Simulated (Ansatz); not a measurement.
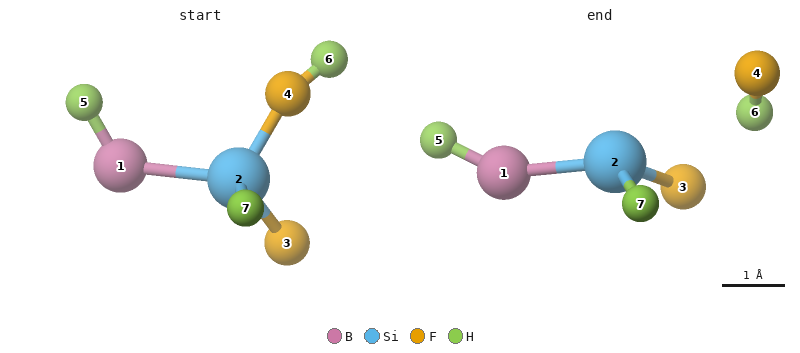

The structure of BSiH₃F₂ before (left) and after (right) a relaxation, at one scale.

Style: ball-and-stick. Shown at a tilt.

It is one of the separated reactants of a reaction.

Method: RKS PBE-D4/def2-SVP in Ansatz 0.2.0. Set-up: force threshold 0.03 eV/Å; at most 250 steps.

Q: Describe what moved and what it gained.

A: The atom that moves furthest after the best rigid fit is F4 (1.20 Å). Largest moves by element: F 1.20 Å, H 0.99 Å, Si 0.49 Å, B 0.34 Å. Among the contacts that change: Si2–F4 1.594 → 2.711 Å, B1–Si2 2.012 → 1.892 Å, Si2–F3 1.594 → 1.682 Å, F4–H6 0.910 → 0.948 Å. Bonds break, among them: Si2–F4 (1.59 → 2.71 Å). Among the angles between lasting bonds that change: Si2–B1–H5 120.9° → 148.5°, B1–Si2–H7 112.5° → 117.9°. Groups turn about B1–Si2 by about 35°. After 17 accepted moves (18 points after the start) the energy has fallen by 274.5 kJ/mol. The largest force component goes from 8.6 to 0.0076 eV/Å. The line search rejected the trial step at point 7 of the run.
